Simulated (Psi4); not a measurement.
**CCSD(T)/cc-pVDZ run of SiCl4 (silicon tetrachloride)**

What is the energy change on altering one bond length of SiCl4 (silicon tetrachloride) at CCSD(T)/cc-pVDZ? 

The calculation is run with Psi4 1.11.

1 further run of the same task is left out (set aside as unsound or not needed).

### Step 1. The molecule

SiCl4 has 5 atoms, charge 0, and is taken as a singlet. As SMILES, `Cl[Si](Cl)(Cl)Cl`. Geometry: relaxed at PBE0-D4/def2-TZVP.

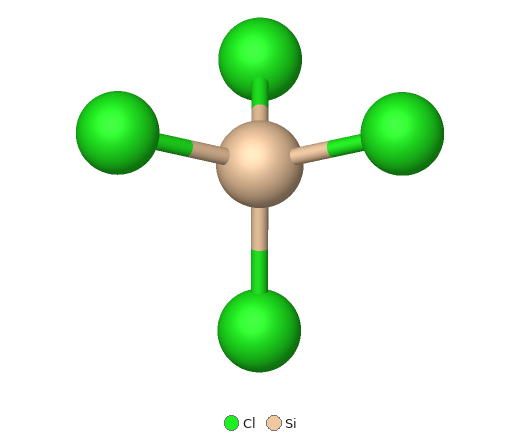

The structure, seen from a chosen angle (chlorine green, silicon light orange).

### Step 2. The energy at CCSD(T)/cc-pVDZ

The input, job.json:

```json
{
  "schema_name": "qcschema_input",
  "schema_version": 1,
  "molecule": {
    "schema_name": "qcschema_molecule",
    "schema_version": 2,
    "symbols": ["Cl", "Si", "Cl", "Cl", "Cl"],
    "geometry": [-1.81905037, -0.16554001, 3.33026435, 0.01889726, -0.02777897, -0.01568473, 3.12825263, -2.24102621, 0.14758761, -2.29053704, -1.27915561, -2.78942473, 1.05692382, 3.57422799, -0.75116613],
    "molecular_charge": 0,
    "molecular_multiplicity": 1,
    "fix_symmetry": "c1"
  },
  "driver": "energy",
  "model": {
    "method": "ccsd(t)",
    "basis": "cc-pVDZ"
  },
  "keywords": {
    "puream": true,
    "e_convergence": 1e-09,
    "d_convergence": 1e-08,
    "scf_type": "pk",
    "num_frozen_docc": 25
  }
}
```

Started as:

```
psi4 --qcschema job.json -n 1 --memory 1600MB
```

stdout:

```text
[...]
  Running in c1 symmetry.
[...]
  Nuclear repulsion =  527.177977592989805
[...]
  Multiplicity = 1
[...]
  Nalpha       = 41
  Nbeta        = 41
[...]
    Number of basis functions: 90
[...]
   @RHF iter   1: -2127.09963853796580    1.44458e-01   3.07331e-03 DIIS/ADIIS
[...]
   @RHF iter   9: -2127.14961499185529   -5.45697e-12   3.08126e-09 DIIS
[...]
    Orbital Energies [Eh]
    ---------------------
    Doubly Occupied:
       1A   -104.859471     2A   -104.859467     3A   -104.859462
       4A   -104.859460     5A    -68.962033     6A    -10.588997
       7A    -10.588991     8A    -10.588985     9A    -10.588982
      10A     -8.056108    11A     -8.056105    12A     -8.056099
      13A     -8.056096    14A     -8.053259    15A     -8.053259
      16A     -8.053256    17A     -8.053256    18A     -8.053251
      19A     -8.053250    20A     -8.053248    21A     -8.053248
      22A     -6.296606    23A     -4.403576    24A     -4.403576
      25A     -4.403575    26A     -1.183281    27A     -1.124080
      28A     -1.124072    29A     -1.124067    30A     -0.728236
      31A     -0.603375    32A     -0.603370    33A     -0.603368
      34A     -0.526392    35A     -0.526390    36A     -0.504894
[...]
  @RHF Final Energy: -2127.14961499185529
   => Energetics <=
    Nuclear Repulsion Energy =            527.1779775929898051
    One-Electron Energy =               -3992.6583408512915412
    Two-Electron Energy =                1338.3307482664465624
    Total Energy =                      -2127.1496149918548326
[...]
 Multipole Moments:
 ------------------------------------------------------------------------------------
     Multipole            Electronic (a.u.)      Nuclear  (a.u.)        Total (a.u.)
 ------------------------------------------------------------------------------------
 L = 1.  Multiply by 2.5417464519 to convert [e a0] to [Debye]
 Dipole X            :         -0.0000412            0.0000000           -0.0000412
 Dipole Y            :          0.0001126            0.0000314            0.0001440
 Dipole Z            :          0.0000568           -0.0000000            0.0000568
 Magnitude           :                                                    0.0001602
[...]
      * MP2 total energy                      = -2127.771512132025236
[...]
      * CCSD total energy                     = -2127.815932734316448
[...]
      * CCSD(T) total energy                  = -2127.831319884590812
[...]
```

The result, in JSON:

```text
{
 "driver": "energy",
 "model": {
  "method": "ccsd(t)",
  "basis": "cc-pVDZ"
 },
 "success": true,
 "return_result": -2127.831319884591,
 "properties": {
  "calcinfo_nbasis": 90,
  "calcinfo_nmo": 90,
  "calcinfo_nalpha": 41,
  "calcinfo_nbeta": 41,
  "calcinfo_natom": 5,
  "nuclear_repulsion_energy": 527.1779775929898,
  "return_energy": -2127.831319884591,
  "scf_one_electron_energy": -3992.6583408512915,
  "scf_two_electron_energy": 1338.3307482664466,
  "scf_dipole_moment": [-4.1195223032808315e-05, 0.0001440340243221705, 5.6774360030154014e-05],
  "scf_total_energy": -2127.1496149918553,
  "scf_iterations": 9,
  "mp2_same_spin_correlation_energy": -0.1733200914152338,
  "mp2_opposite_spin_correlation_energy": -0.4485770487487912,
  "mp2_singles_energy": -1.3402899333169297e-27,
  "mp2_doubles_energy": -0.621897140164025,
  "mp2_correlation_energy": -0.621897140164025,
  "mp2_total_energy": -2127.7715121320252,
  "ccsd_same_spin_correlation_energy": -0.1639672288841465,
  "ccsd_opposite_spin_correlation_energy": -0.5023505135712749,
  "ccsd_singles_energy": 0.0,
  "ccsd_doubles_energy": -0.6663177424554214,
  "ccsd_correlation_energy": -0.6663177424554215,
  "ccsd_total_energy": -2127.8159327343164,
  "ccsd_iterations": 15,
  "ccsd_prt_pr_correlation_energy": -0.6817048927297634,
  "ccsd_prt_pr_total_energy": -2127.831319884591
 }
}
```

Wall time 77 s (1 thread of Intel Xeon Platinum 8488C (Sapphire Rapids), shared host); peak memory 0.51 GiB.

### Step 3. The distorted shape at the same level

The input, cl4si.xyz:

```xyz
5
Cl4Si
Cl    -1.621766    -2.374939     2.229344
Si    -0.649166    -2.302039     0.458744
Cl     0.996234    -3.473239     0.545144
Cl    -1.871266    -2.964239    -1.009056
Cl     0.559300     1.891400    -0.397500
```

The input, run_ase.py:

```python
import numpy as np
from ase.calculators.psi4 import Psi4
from ase.io import read

mol = read('cl4si.xyz')
calc = Psi4(atoms=mol, method='ccsd(t)', basis='cc-pVDZ', memory='1600MB', num_threads=1, charge=0, multiplicity=1, label='calc', reference='rhf')
calc.psi4.set_options({'puream': True, 'e_convergence': 1e-09, 'd_convergence': 1e-08, 'scf_type': 'pk', 'num_frozen_docc': 25})
mol.calc = calc

print(f'energy: {mol.get_potential_energy():.6f} eV')
```

Started as:

```
python run_ase.py
```

calc.dat:

```text
[...]
  Running in c1 symmetry.
[...]
  Nuclear repulsion =  438.174539509258523
[...]
  Multiplicity = 1
[...]
  Nalpha       = 41
  Nbeta        = 41
[...]
    Number of basis functions: 90
[...]
   @RHF iter   1: -2126.76885338144393   -1.87774e-01   4.67866e-03 DIIS/ADIIS
[...]
   @RHF iter  14: -2126.92100209638556   -9.54969e-12   5.48408e-09 DIIS
[...]
    Orbital Energies [Eh]
    ---------------------
    Doubly Occupied:
       1A   -104.932114     2A   -104.932110     3A   -104.932108
       4A   -104.728345     5A    -69.047430     6A    -10.660163
       7A    -10.660156     8A    -10.660153     9A    -10.447713
      10A     -8.127185    11A     -8.127180    12A     -8.127177
      13A     -8.124169    14A     -8.124164    15A     -8.124162
      16A     -8.123986    17A     -8.123981    18A     -8.123979
      19A     -7.914608    20A     -7.912437    21A     -7.912437
      22A     -6.378967    23A     -4.485040    24A     -4.484731
      25A     -4.484731    26A     -1.233276    27A     -1.186798
      28A     -1.186791    29A     -0.934143    30A     -0.778174
      31A     -0.653849    32A     -0.653847    33A     -0.608994
      34A     -0.575330    35A     -0.575328    36A     -0.549761
[...]
  @RHF Final Energy: -2126.92100209638556
   => Energetics <=
    Nuclear Repulsion Energy =            438.1745395092585227
    One-Electron Energy =               -3812.7272208689546460
    Two-Electron Energy =                1247.6316792633106161
    Total Energy =                      -2126.9210020963855641
[...]
 Multipole Moments:
 ------------------------------------------------------------------------------------
     Multipole            Electronic (a.u.)      Nuclear  (a.u.)        Total (a.u.)
 ------------------------------------------------------------------------------------
 L = 1.  Multiply by 2.5417464519 to convert [e a0] to [Debye]
 Dipole X            :         -1.0897256           -0.1035698           -1.1932954
 Dipole Y            :         -3.7812105           -0.3593609           -4.1405713
 Dipole Z            :          0.7721351            0.0733831            0.8455182
 Magnitude           :                                                    4.3912624
[...]
      * MP2 total energy                      = -2127.576951029063366
[...]
      * CCSD total energy                     = -2127.633756260004702
[...]
      * CCSD(T) total energy                  = -2127.703984753944042
```

The script printed:

```text
energy: -57897.774475 eV
```

Run time: 75 s. Hardware: 1 thread of Intel Xeon Platinum 8488C (Sapphire Rapids), shared host; peak memory 0.51 GiB.

### Step 4. What came out

At CCSD(T)/cc-pVDZ, 25 core orbitals frozen:

| quantity | value |
| --- | --- |
| first shape: total energy | -2127.83132 Eh |
| first shape: HOMO energy (Hartree–Fock orbitals) | -12.91 eV |
| first shape: LUMO energy (Hartree–Fock orbitals) | 3.58 eV |
| first shape: HOMO–LUMO gap (Hartree–Fock orbitals) | 16.49 eV |
| first shape: correlation energy (25 core orbitals frozen) | -681.7 mEh |
| first shape: (T) correction | -15.39 mEh |
| first shape: T1 diagnostic | 0.008 |
| distorted shape: total energy | -2127.70398 Eh |
| distorted shape: HOMO energy (Hartree–Fock orbitals) | -8.36 eV |
| distorted shape: LUMO energy (Hartree–Fock orbitals) | -3.82 eV |
| distorted shape: HOMO–LUMO gap (Hartree–Fock orbitals) | 4.55 eV |
| distorted shape: correlation energy (25 core orbitals frozen) | -783.0 mEh |
| distorted shape: (T) correction | -70.23 mEh |
| distorted shape: T1 diagnostic | 0.077 |
| energy change with the Si2–Cl5 bond stretched from 2.021 to 4.447 Å | 3.465 eV |

In words: One bond (distorted shape) is far stretched, which a spin-restricted single reference describes badly; perturbation theory on it can break down and give far too much correlation. With the Si2–Cl5 bond stretched from 2.021 to 4.447 Å the energy rises by 3.46 eV (80 kcal/mol). The first shape isn't relaxed at this level, so the change isn't measured from a minimum. A restricted reference can't describe the breaking bond well at this length. The triples (first shape) make up 2.3 % of the correlation energy. The T1 diagnostic (distorted shape) of 0.077 is above the customary mark for such species, so a single reference may not serve. The triples (distorted shape) make up 9.0 % of the correlation energy.
